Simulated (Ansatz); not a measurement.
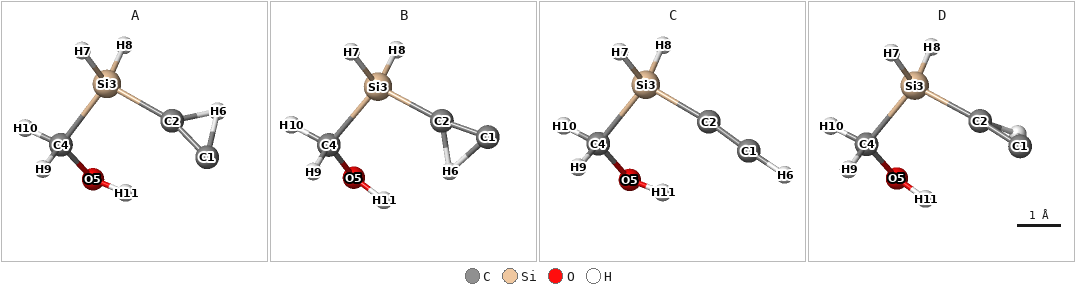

4 geometries from a converged minimum-energy path of C3H6OSi, shuffled. The picture is a ball-and-stick view, seen at a tilt.

Theory: UKS PBE-D4/6-31G* in Ansatz. Settings: 5 movable images; climbing image; force threshold 0.05 eV/Å; iteration limit 60; starting path through a guess of the saddle point.

> Which frame is the top of the path?

B. In order along the path, whose images run from 0 to 6: C (image 0, 0.00 eV), B (image 3, +2.12 eV), D (image 5, +2.02 eV), A (image 6, +1.99 eV). No bond forms or breaks between the ends. Bond angles that change up to the highest image, for instance: C2–C1–H6 177.7° → 54.3°, C2–Si3–C4 104.3° → 108.1°.

Cost: 3.3 min on 2 threads of Arm Neoverse V2 (shared host), peak memory 0.16 GiB.
